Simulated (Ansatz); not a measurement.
# [OF2]+ (SMILES F[O+]F) at U-revPBE/STO-3G

Aim: the vertical doublet–quartet gap of [OF2]+ at U-revPBE/STO-3G, from 2 runs. 

The calculation is run with Ansatz 0.2.0.

18 further runs of the same task are left out: 15 that didn't finish, 3 set aside as unsound or not needed.

## 1. The structure to begin with

[OF2]+: 3 atoms, total charge +1, spin state doublet. As SMILES, `F[O+]F`. Geometry: relaxed at PBE0-D4/def2-TZVP.

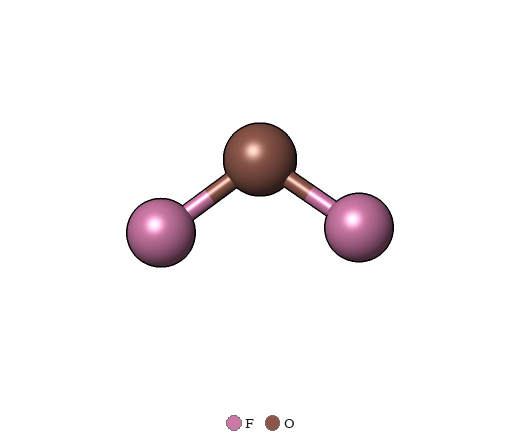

The structure, seen from a chosen angle (fluorine pink, oxygen brown).

## 2. A single-point energy at U-revPBE/STO-3G

Input file input.yaml:

```yaml
crystal:
  periodic: [false, false, false]
  atoms:
    - symbol: F
      position_ang: [0.920200, -0.309010, 0.473410]
    - symbol: O
      position_ang: [0.000640, 0.505210, 0.055670]
    - symbol: F
      position_ang: [-0.920840, -0.196190, -0.529090]
basis:
  gaussian: {orbitals: STO-3G}
total_charge: 1
hamiltonian: {xc: {name: revPBE}}
accuracy: high
magnetization: {spin_polarized: true, initial_magnetization: 1}
```

Run with:

```sh
ansatz run input.yaml --threads 1 --pin off --max-ram 3480MiB --events-out events.jsonl --progress --plain --runs-dir runs
```

Output:

```text
Warning: RAYON_NUM_THREADS=1 ignored (pool sized by the plan → 1); use --threads N
Functional definition: revPBE
  name "revPBE"
  parameter kappa = 1.245
  parameter beta = 0.06672455060314922
  exchange = pbe_x(kappa = kappa, mu = beta*pi^2/3)
  correlation = pbe_c(beta = beta)
250 factors; integrals over basis functions are off by at most 5.4e-8 eV
mean field evaluation 1: about -7358.0644 eV, gradient 1.4e1 eV
mean field evaluation 2: about -7353.2105 eV, gradient 3.3e1 eV
mean field evaluation 4: about -7359.2136 eV, gradient 3.9e-1 eV
mean field evaluation 8: about -7359.1728 eV, gradient 5.1e-3 eV
mean field evaluation 16: about -7359.1728 eV, gradient 5.3e-8 eV
mean field -7359.17279935 eV, -270.4446121496 hartree, gradient 6.0e-8 eV, S^2 0.750156; 0 other end points of the search recorded, 0 dependent functions left out
reference -7359.17280000 eV, -270.4446121734 hartree; 13, 12 occupied and 2, 3 virtual orbitals, 250 factors
Total energy: -7359.17280000 eV, -270.4446121734 hartree
```

Wall time 0.86 s (1 thread of Arm Neoverse V2, shared host); peak memory 0.11 GiB.

## 3. The quartet

Input file molecule.yaml:

```yaml
crystal:
  periodic: [false, false, false]
  atoms:
    - {symbol: F, position_ang: [0.920200, -0.309010, 0.473410]}
    - {symbol: O, position_ang: [0.000640, 0.505210, 0.055670]}
    - {symbol: F, position_ang: [-0.920840, -0.196190, -0.529090]}
basis:
  gaussian: {orbitals: STO-3G}
hamiltonian: {xc: {name: revPBE}}
total_charge: 1
accuracy: high
magnetization: {spin_polarized: true, initial_magnetization: 3}
```

Run with:

```sh
ansatz run molecule.yaml --threads 1 --pin off --max-ram 3480MiB --events-out events.jsonl --progress --plain --runs-dir runs
```

Output (excerpt; [...] marks lines left out):

```text
Warning: RAYON_NUM_THREADS=1 ignored (pool sized by the plan → 1); use --threads N
Functional definition: revPBE
  name "revPBE"
[...]
250 factors; integrals over basis functions are off by at most 5.4e-8 eV
[...]
mean field -7352.03507298 eV, -270.1823055437 hartree, gradient 9.5e-8 eV, S^2 3.752190; 9 other end points of the search recorded, 0 dependent functions left out
reference -7352.03507364 eV, -270.1823055678 hartree; 14, 11 occupied and 1, 4 virtual orbitals, 250 factors
Total energy: -7352.03507364 eV, -270.1823055678 hartree
```

It took 4.5 s on 1 thread of Arm Neoverse V2, shared host; peak memory 0.11 GiB.

## 4. Results

Level: U-revPBE/STO-3G.

| quantity | value |
| --- | --- |
| doublet: total energy | -270.44461 Eh |
| doublet: ⟨S²⟩ | 0.750 |
| quartet: total energy | -270.18231 Eh |
| quartet: ⟨S²⟩ | 3.752 |
| vertical energy of the quartet above the doublet | 7.138 eV |

**Reading.** At this shape the quartet lies 7.14 eV (689 kJ/mol) above the doublet. In a minimal basis such a difference can be off by several eV, whatever the method.
